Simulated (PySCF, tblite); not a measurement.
**C6H12Si2: geometry, infrared bands and NMR shifts**

Wanted: the infrared bands and NMR shifts of C6H12Si2 (`C=C[C@@H](C)C1=C[SiH2][SiH2]1`), by calculation.

Computed with tblite 0.8.0 and PySCF 2.14.0, with density-fitted response routines of our own, on a single molecule in the gas phase. Atoms count from 0, in the outputs and in this text.

### 1 The starting structure

20 atoms, charge 0, multiplicity 1; geometry from: force field or distance geometry start.

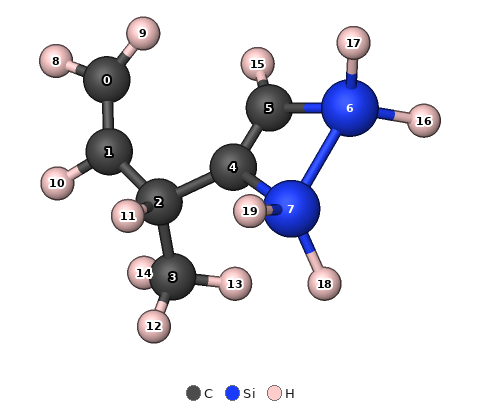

The starting geometry (carbon dark grey, silicon blue, hydrogen pink), atoms numbered.

### 2 Optimising the geometry with GFN2-xTB

Job settings and geometry (Å):

```
{"job": {"kind": "relax", "xc": "GFN2-xTB", "basis": "xTB"}, "charge": 0, "multiplicity": 1}
C      1.740000     1.979200     0.491300
C      1.547400     1.172400    -0.506900
C      0.607100     0.177100    -0.881300
C      1.170700    -1.073100    -1.457200
C     -0.500800    -0.123800     0.137800
C     -0.577700     0.071900     1.382400
Si    -2.198300    -0.557300     1.813700
Si    -2.090900    -0.923700    -0.274200
H      2.659900     2.627500     0.428600
H      1.156200     2.185000     1.363300
H      2.401500     1.269100    -1.283600
H     -0.028400     0.672400    -1.748900
H      0.897800    -1.292800    -2.483600
H      0.908200    -1.968000    -0.807500
H      2.285900    -0.980500    -1.335900
H      0.184800     0.502800     2.118700
H     -2.166200    -1.779900     2.665300
H     -3.136100     0.455500     2.342900
H     -1.966100    -2.312500    -0.768000
H     -2.900300    -0.090500    -1.200000
```

Run with:

```console
$ OMP_NUM_THREADS=1 python probes_run.py task.json out
```

The driver reads the jobs from task.json and runs them one after another.

What it wrote:

```text
step      E/eV     max force
  0    -605.40074    7.241
  1    -606.32838    5.453
  2    -606.66731    0.666
  3    -606.70921    0.534
  4    -606.77551    0.699
  5    -606.82359    0.634
  6    -606.85482    0.445
  7    -606.88034    0.345
  8    -606.90425    0.476
  9    -606.92382    0.541
 10    -606.94063    0.336
 11    -606.94941    0.188
 12    -606.95413    0.188
 13    -606.95871    0.253
 14    -606.96264    0.206
 15    -606.96558    0.146
 16    -606.96776    0.119
 17    -606.96944    0.101
 18    -606.97078    0.109
 19    -606.97202    0.084
 20    -606.97345    0.105
 21    -606.97545    0.134
 22    -606.97852    0.161
 23    -606.98278    0.198
 24    -606.98732    0.216
 25    -606.99148    0.193
 26    -606.99588    0.135
 27    -607.00053    0.160
 28    -607.00530    0.157
 29    -607.01002    0.156
 30    -607.01425    0.137
 31    -607.01813    0.162
 32    -607.02247    0.150
 33    -607.02749    0.144
 34    -607.03209    0.145
 35    -607.03590    0.133
 36    -607.03970    0.151
 37    -607.04308    0.242
 38    -607.05016    0.251
 39    -607.06160    0.215
 40    -607.07508    0.230
 41    -607.08148    0.224
 42    -607.08864    0.206
 43    -607.09637    0.280
 44    -607.10506    0.314
 45    -607.11167    0.371
 46    -607.12120    0.190
 47    -607.13186    0.206
 48    -607.13937    0.211
 49    -607.14726    0.221
 50    -607.15364    0.171
 51    -607.16002    0.153
 52    -607.16410    0.162
 53    -607.16800    0.191
 54    -607.17226    0.152
 55    -607.17931    0.136
 56    -607.18295    0.157
 57    -607.18848    0.187
 58    -607.19245    0.174
 59    -607.19709    0.177
 60    -607.20046    0.194
 61    -607.20409    0.131
 62    -607.20694    0.101
 63    -607.20968    0.114
 64    -607.21265    0.151
 65    -607.21534    0.141
 66    -607.21743    0.091
 67    -607.21887    0.091
 68    -607.22021    0.106
 69    -607.22164    0.112
 70    -607.22309    0.068
 71    -607.22436    0.106
 72    -607.22549    0.099
 73    -607.22656    0.078
 74    -607.22766    0.064
 75    -607.22858    0.076
 76    -607.22948    0.073
 77    -607.23019    0.069
 78    -607.23070    0.054
 79    -607.23110    0.049
 80    -607.23155    0.052
 81    -607.23213    0.065
 82    -607.23275    0.052
 83    -607.23324    0.046
 84    -607.23358    0.042
 85    -607.23384    0.041
 86    -607.23409    0.039
 87    -607.23433    0.035
 88    -607.23455    0.031
 89    -607.23475    0.032
 90    -607.23493    0.026
 91    -607.23507    0.029
 92    -607.23522    0.026
 93    -607.23539    0.030
 94    -607.23557    0.032
 95    -607.23577    0.030
 96    -607.23598    0.033
 97    -607.23625    0.039
 98    -607.23660    0.039
 99    -607.23699    0.037
100    -607.23733    0.039
101    -607.23760    0.035
102    -607.23783    0.038
103    -607.23810    0.037
104    -607.23842    0.049
105    -607.23875    0.051
106    -607.23908    0.045
107    -607.23947    0.049
108    -607.23996    0.062
109    -607.24067    0.079
110    -607.24161    0.126
111    -607.24288    0.166
112    -607.24408    0.189
113    -607.24534    0.135
114    -607.24688    0.134
115    -607.24859    0.094
116    -607.25018    0.088
117    -607.25280    0.175
118    -607.25392    0.181
119    -607.25628    0.159
120    -607.25768    0.082
121    -607.25879    0.063
122    -607.26075    0.116
123    -607.26186    0.183
124    -607.26313    0.137
125    -607.26410    0.062
126    -607.26485    0.067
127    -607.26582    0.102
128    -607.26723    0.125
129    -607.26884    0.139
130    -607.27079    0.139
131    -607.27276    0.111
132    -607.27384    0.310
133    -607.27559    0.081
134    -607.27652    0.071
135    -607.27823    0.102
136    -607.27898    0.056
137    -607.27956    0.056
138    -607.28034    0.052
139    -607.28055    0.037
140    -607.28076    0.035
141    -607.28095    0.033
142    -607.28108    0.035
143    -607.28128    0.030
144    -607.28148    0.028
145    -607.28170    0.031
146    -607.28192    0.035
147    -607.28215    0.029
148    -607.28234    0.029
149    -607.28251    0.024
150    -607.28266    0.026
151    -607.28281    0.029
152    -607.28294    0.025
153    -607.28307    0.026
154    -607.28322    0.021
155    -607.28336    0.027
156    -607.28346    0.023
157    -607.28353    0.030
158    -607.28359    0.020
159    -607.28367    0.020
160    -607.28376    0.023
161    -607.28389    0.025
162    -607.28407    0.031
163    -607.28427    0.032
164    -607.28446    0.028
165    -607.28461    0.020
166    -607.28472    0.021
167    -607.28483    0.021
168    -607.28497    0.030
169    -607.28515    0.036
170    -607.28535    0.032
171    -607.28554    0.028
172    -607.28574    0.031
173    -607.28595    0.031
174    -607.28616    0.028
175    -607.28636    0.024
176    -607.28652    0.037
177    -607.28666    0.026
178    -607.28681    0.046
179    -607.28705    0.060
180    -607.28737    0.065
181    -607.28785    0.056
182    -607.28848    0.051
183    -607.28919    0.052
184    -607.28995    0.068
185    -607.29069    0.078
186    -607.29137    0.065
187    -607.29183    0.059
188    -607.29193    0.087
189    -607.29271    0.046
190    -607.29308    0.038
191    -607.29386    0.051
192    -607.29431    0.063
193    -607.29496    0.054
194    -607.29582    0.054
195    -607.29636    0.058
196    -607.29703    0.058
197    -607.29780    0.069
198    -607.29834    0.085
199    -607.29904    0.049
200    -607.29953    0.044
201    -607.29993    0.041
202    -607.30020    0.051
203    -607.30041    0.038
204    -607.30058    0.033
205    -607.30070    0.033
206    -607.30080    0.027
207    -607.30091    0.020
208    -607.30102    0.024
209    -607.30113    0.022
210    -607.30125    0.024
211    -607.30138    0.030
212    -607.30152    0.028
213    -607.30168    0.026
214    -607.30184    0.027
215    -607.30201    0.028
216    -607.30222    0.027
217    -607.30245    0.033
218    -607.30266    0.032
219    -607.30281    0.024
220    -607.30288    0.015
221    -607.30293    0.014
222    -607.30296    0.017
223    -607.30299    0.021
224    -607.30302    0.016
225    -607.30305    0.018
226    -607.30310    0.016
227    -607.30314    0.020
228    -607.30319    0.026
229    -607.30325    0.022
230    -607.30330    0.016
231    -607.30333    0.014
232    -607.30336    0.013
233    -607.30338    0.012
234    -607.30340    0.009
```

Run time: 3.7 s. Hardware: 1 thread of Arm Neoverse N1, shared host.

Relaxation path: (not every step is listed)

```
step  energy from step 0 (eV)  largest force (eV/Å)
   0                   0.0000                7.2410
   1                  -0.9276                5.4533
   2                  -1.2666                0.6657
   3                  -1.3085                0.5341
   4                  -1.3748                0.6986
   5                  -1.4228                0.6335
   6                  -1.4541                0.4453
   7                  -1.4796                0.3454
   8                  -1.5035                0.4763
  30                  -1.6135                0.1368
  52                  -1.7634                0.1624
  74                  -1.8269                0.0644
  96                  -1.8352                0.0330
 118                  -1.8532                0.1814
 140                  -1.8800                0.0352
 162                  -1.8833                0.0313
 184                  -1.8892                0.0680
 206                  -1.9001                0.0269
 228                  -1.9024                0.0265
 229                  -1.9025                0.0218
 230                  -1.9026                0.0156
 231                  -1.9026                0.0137
 232                  -1.9026                0.0126
 233                  -1.9026                0.0122
 234                  -1.9027                0.0087
```

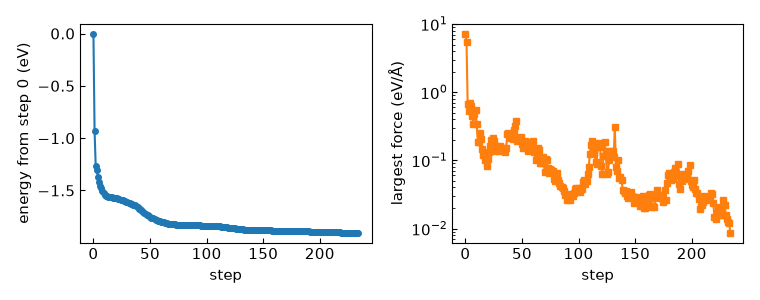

Energy and force, step by step.

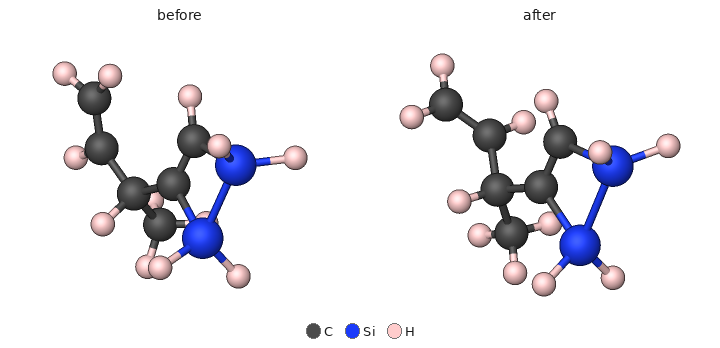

Before and after, at one scale.

Close pairs (by a distance rule), those that changed most:

```
   bond  before (Å)  after (Å)  change (Å)
Si6–Si7       2.123      2.333      +0.211
 C5–Si6       1.791      1.894      +0.103
 C2–H11       1.184      1.099      -0.085
 C4–Si7       1.827      1.911      +0.084
  C4–C5       1.262      1.344      +0.082
  C1–C2       1.419      1.499      +0.080
 C1–H10       1.158      1.083      -0.076
 C5–H15       1.144      1.082      -0.062
```

The next job starts from the end point, and lists it.

### 3 Infrared spectrum with GFN2-xTB

Job settings and geometry (Å):

```
{"job": {"kind": "ir", "xc": "GFN2-xTB", "basis": "xTB"}, "charge": 0, "multiplicity": 1}
C      2.103676     2.107738     0.108541
C      1.723680     0.846594     0.027678
C      0.546962     0.356157    -0.760893
C      0.982100    -0.750663    -1.725745
C     -0.546827    -0.135827     0.142978
C     -0.696014     0.152145     1.447124
Si    -2.278474    -0.737954     1.986231
Si    -2.042370    -1.248546    -0.278257
H      2.952286     2.415009     0.697099
H      1.578294     2.892398    -0.412072
H      2.262460     0.075867     0.564831
H      0.138176     1.189208    -1.349208
H      0.139981    -1.071093    -2.334789
H      1.353224    -1.609302    -1.169623
H      1.773420    -0.393757    -2.382261
H     -0.016125     0.781087     2.006900
H     -2.073634    -1.750082     3.031748
H     -3.334685     0.158061     2.475357
H     -1.672353    -2.590455    -0.751137
H     -2.898926    -0.675906    -1.327536
```

What it wrote:

```text
mode    cm-1     km/mol
  1      26.7      0.01
  2      63.3      0.04
  3     117.6      0.59
  4     164.1      0.39
  5     213.9      0.09
  6     237.0      0.02
  7     267.9      0.45
  8     329.2     21.81
  9     348.9      1.25
 10     375.6      1.77
 11     389.1      1.30
 12     405.9      1.98
 13     429.7      3.02
 14     492.9     36.42
 15     505.4      6.56
 16     532.1    230.70
 17     571.7     67.25
 18     611.3     11.67
 19     652.4    258.93
 20     724.4     47.90
 21     788.4     47.19
 22     811.1    355.10
 23     825.6    184.66
 24     843.5     45.04
 25     885.0     13.14
 26     894.6     12.45
 27     975.3      3.95
 28     999.9      0.95
 29    1027.4     13.00
 30    1093.8      2.77
 31    1109.9      4.21
 32    1173.5      1.66
 33    1203.0      5.35
 34    1256.8      3.57
 35    1271.8      1.76
 36    1305.2      1.64
 37    1403.1      2.09
 38    1421.3      2.90
 39    1497.0      3.75
 40    1499.9      3.71
 41    1583.7     38.58
 42    1714.5     15.64
 43    2153.2     46.16
 44    2177.3    144.24
 45    2178.2    926.61
 46    2192.1    335.77
 47    2888.2     37.15
 48    3023.5     47.88
 49    3027.0     30.71
 50    3032.3      6.13
 51    3034.9     83.60
 52    3049.4     41.79
 53    3092.0     26.91
 54    3114.6     63.08
```

Wall time 1.6 s (1 thread of Arm Neoverse N1, shared host).

The strongest bands and the atoms that carry them (share of the mass-weighted mode):

```
cm⁻¹  km/mol                                   atoms
 532   230.7            H19 30 %, H16 20 %, H17 19 %
 652   258.9  H18 22 %, H19 19 %, H16 18 %, H17 18 %
 811   355.1                      H18 39 %, H19 38 %
 826   184.7   H16 27 %, H17 27 %, Si6 12 %, C5 11 %
2177   144.2                      H18 50 %, H19 36 %
2178   926.6            H16 46 %, H17 23 %, H19 19 %
2192   335.8                      H17 57 %, H16 29 %
3035    83.6                                H15 84 %
```

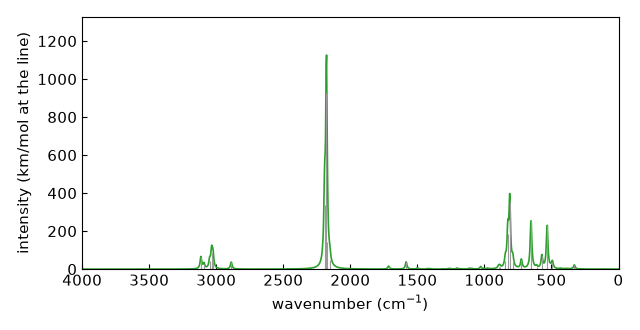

The infrared spectrum from these modes, unscaled. Lines are broadened to a width of 14 cm⁻¹ (Lorentzian).

### 4 NMR shieldings: PBE0/pcSseg-1

Settings changed since step 3:

```diff
@@ -1,2 +1,2 @@
-{"job": {"kind": "ir", "xc": "GFN2-xTB", "basis": "xTB"}, "charge": 0, "multiplicity": 1}
+{"job": {"kind": "nmr", "xc": "PBE0", "basis": "pcSseg-1"}, "charge": 0, "multiplicity": 1}
 C      2.103676     2.107738     0.108541
```

Method: GIAO PBE0/pcSseg-1 NMR shielding, non-relativistic, gas phase.

What it wrote:

```text
coarse grid: 17208 points
cycle   1  E = -814.0940223226  dE =  7.897e-01  |g| = 4.339e-01  |ddm| = 4.055e+00
cycle   2  E = -814.0777425594  dE =  1.628e-02  |g| = 4.919e-01  |ddm| = 9.868e-01
cycle   3  E = -814.1455312248  dE = -6.779e-02  |g| = 6.740e-02  |ddm| = 6.461e-01
cycle   4  E = -814.1465311137  dE = -9.999e-04  |g| = 3.453e-02  |ddm| = 1.135e-01
cycle   5  E = -814.1468216682  dE = -2.906e-04  |g| = 9.369e-03  |ddm| = 3.408e-02
cycle   6  E = -814.1468418179  dE = -2.015e-05  |g| = 3.278e-03  |ddm| = 1.110e-02
cycle   7  E = -814.1468444751  dE = -2.657e-06  |g| = 7.261e-04  |ddm| = 3.778e-03
final grid: 155568 points
cycle   8  E = -814.1946279510  dE = -3.704e-05  |g| = 8.077e-03  |ddm| = 3.618e-02
cycle   9  E = -814.1946171992  dE =  1.075e-05  |g| = 1.007e-02  |ddm| = 2.027e-02
cycle  10  E = -814.1946449132  dE = -2.771e-05  |g| = 1.916e-03  |ddm| = 1.293e-02
cycle  11  E = -814.1946458373  dE = -9.241e-07  |g| = 3.119e-04  |ddm| = 2.046e-03
cycle  12  E = -814.1946458590  dE = -2.169e-08  |g| = 1.135e-04  |ddm| = 4.236e-04
cycle  13  E = -814.1946458624  dE = -3.382e-09  |g| = 2.766e-05  |ddm| = 1.607e-04
cycle  14  E = -814.1946458626  dE = -1.714e-10  |g| = 1.025e-05  |ddm| = 3.681e-05
converged SCF energy = -814.1946458626

GIAO shielding tensors (ppm)
atom      isotropic    diamagn.    paramagn.     s11        s22        s33       span
  0 C       63.806     254.138    -190.332    -49.400     82.302    158.516    207.915
  1 C       36.750     257.963    -221.212    -84.207     46.645    147.813    232.020
  2 C      134.859     244.367    -109.508    122.086    132.342    150.149     28.063
  3 C      162.966     249.376     -86.409    147.665    160.430    180.804     33.138
  4 C       -0.259     263.343    -263.602   -106.351    -22.972    128.546    234.897
  5 C       29.549     256.735    -227.186    -65.801      2.890    151.557    217.358
  6 Si     422.124     881.239    -459.116    380.412    419.078    466.881     86.469
  7 Si     412.526     882.490    -469.964    378.710    383.656    475.212     96.502
  8 H       26.237      29.376      -3.140     22.902     25.438     30.370      7.467
  9 H       26.346      32.207      -5.861     22.568     25.595     30.874      8.306
 10 H       25.946      33.485      -7.540     23.018     26.016     28.803      5.785
 11 H       28.836      33.527      -4.691     26.771     27.458     32.279      5.508
 12 H       30.263      31.618      -1.354     26.121     29.264     35.405      9.284
 13 H       30.740      31.840      -1.100     28.219     28.586     35.413      7.194
 14 H       30.457      30.078       0.378     26.088     28.513     36.769     10.681
 15 H       24.645      34.342      -9.697     22.660     23.241     28.034      5.374
 16 H       27.094      29.357      -2.264     24.258     24.870     32.153      7.895
 17 H       27.082      29.348      -2.266     24.287     24.813     32.147      7.861
 18 H       26.897      29.956      -3.058     23.687     26.053     30.952      7.265
 19 H       26.937      29.932      -2.995     24.022     25.297     31.493      7.472
```

It took 74 s on 1 thread of Arm Neoverse N1, shared host; peak memory 1 GiB.

Shifts follow as δ = σ(reference) − σ, with reference shieldings (ppm) from runs at the same level and on the same kind of geometry: ¹H TMS 31.72, ¹³C TMS 186.9, ²⁹Si TMS 349.2. The references are single molecules in the gas phase. Atoms listed in one row are averaged.

```
        atoms                                                  environment  σ (ppm)  δ (ppm)  δ scaled to CDCl3
           C4                              fully substituted alkene carbon     -0.3    187.2              180.8
           C5                                                    alkene CH     29.5    157.4              151.7
           C1                                                    alkene CH     36.8    150.2              144.7
           C0                                         terminal =CH2 carbon     63.8    123.1              118.2
           C2                                               allylic sp3 CH    134.9     52.1               48.9
           C3                                                methyl carbon    163.0     24.0               21.5
          H15                                     hydrogen on an alkene CH    24.64     7.07               6.77
          H10                                     hydrogen on an alkene CH    25.95     5.77               5.55
           H8                           hydrogen on a terminal =CH2 carbon    26.24     5.48               5.27
           H9                           hydrogen on a terminal =CH2 carbon    26.35     5.37               5.17
          H18  hydrogen on a silicon bonded to C, Si, in a 4-membered ring    26.90     4.82                  –
          H19  hydrogen on a silicon bonded to C, Si, in a 4-membered ring    26.94     4.78                  –
          H17  hydrogen on a silicon bonded to C, Si, in a 4-membered ring    27.08     4.63                  –
          H16  hydrogen on a silicon bonded to C, Si, in a 4-membered ring    27.09     4.62                  –
          H11                                hydrogen on an allylic sp3 CH    28.84     2.88               2.82
H12, H13, H14                                  hydrogen on a methyl carbon    30.49     1.23               1.27
          Si7           silicon bonded to C, Si, 2 H, in a 4-membered ring    412.5    -63.4                  –
          Si6           silicon bonded to C, Si, 2 H, in a 4-membered ring    422.1    -73.0                  –
```

The scaled column applies a straight-line fit of computed shieldings to shifts measured in CDCl3 (root-mean-square error 0.16 ppm for H, 1.9 ppm for C).

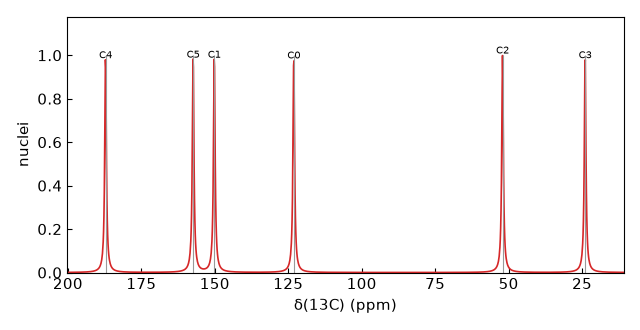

¹³C lines at the computed shifts, without couplings. Lines are broadened to a width of 0.65 ppm (Lorentzian).

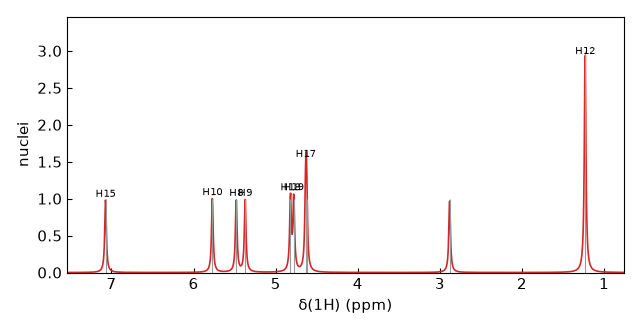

¹H lines at the computed shifts, without couplings. Lines are broadened to a width of 0.02 ppm (Lorentzian).

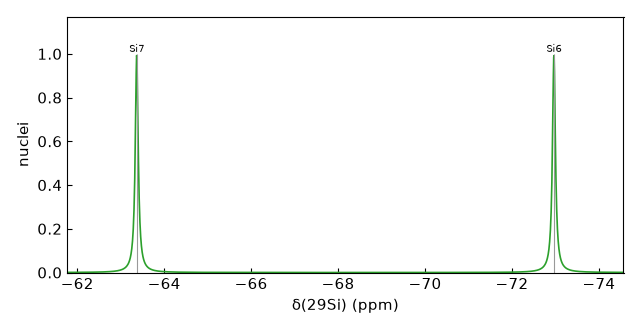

²⁹Si lines at the computed shifts, without couplings. Lines are broadened to a width of 0.08 ppm (Lorentzian).

Charges from the same density, by scheme (e):

```
atoms  Mulliken    IAO  Hirshfeld  ESP fit
   C0     -0.13  -0.32      -0.10    -0.46
   C1     -0.20  -0.13      -0.03    -0.22
   C2     -0.20  -0.11      -0.02     0.48
   C3     -0.22  -0.41      -0.12    -0.65
   C4     -0.41  -0.21      -0.07    -0.26
   C5     -0.26  -0.41      -0.14    -0.24
  Si6      0.37   0.46       0.24     0.27
  Si7      0.36   0.42       0.23     0.13
```

ESP fit charges:

C0 -0.46; C1 -0.22; C2 0.48; C3 -0.65; C4 -0.26; C5 -0.24; Si6 0.27; Si7 0.13; H8 0.19; H9 0.18; H10 0.15; H11 0.02; H12 0.17; H13 0.17; H14 0.16; H15 0.15; H16 -0.07; H17 -0.08; H18 -0.04; H19 -0.05

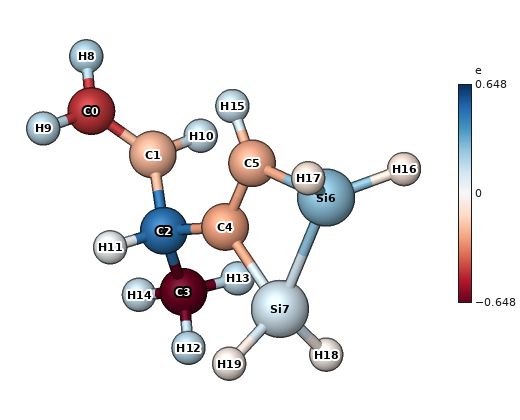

ESP fit charges, as colours on the atoms.

Mayer bond orders: C0–C1 1.98, C1–C2 1.00, C2–C3 1.03, C2–C4 0.93, C4–C5 1.86, C5–Si6 0.91, Si6–Si7 0.92, Si7–C4 0.87.

Ring of atoms C4, C5, Si6, Si7: NICS(0) 0.7, NICS(1) -2.9, NICS(1)zz 4.3 ppm (means of both faces).

### 5 Results

```
                                                              quantity                                                           value
                             strongest single infrared mode (GFN2-xTB)                                           2178 cm⁻¹, 927 km/mol
                                          zero-point energy (GFN2-xTB)                                                   94.4 kcal/mol
                                ¹³C shifts against TMS (PBE0/pcSseg-1)                      187.2, 157.4, 150.2, 123.1, 52.1, 24.0 ppm
¹H shifts against TMS (PBE0/pcSseg-1, means over atoms taken as alike)  7.07, 5.77, 5.48, 5.37, 4.82, 4.78, 4.63, 4.62, 2.88, 1.23 ppm
                               ²⁹Si shifts against TMS (PBE0/pcSseg-1)                                                -63.4, -73.0 ppm
```

**Reading.** The optimisation took 234 steps and gained 1.903 eV; among the close pairs (by a distance rule), Si6–Si7 changed most, from 2.123 to 2.333 Å. No mode is imaginary among the 54: a minimum at this level. GFN2-xTB is a fitted tight-binding method: band positions and strengths are rough. Its intensities can rank the bands wrongly.
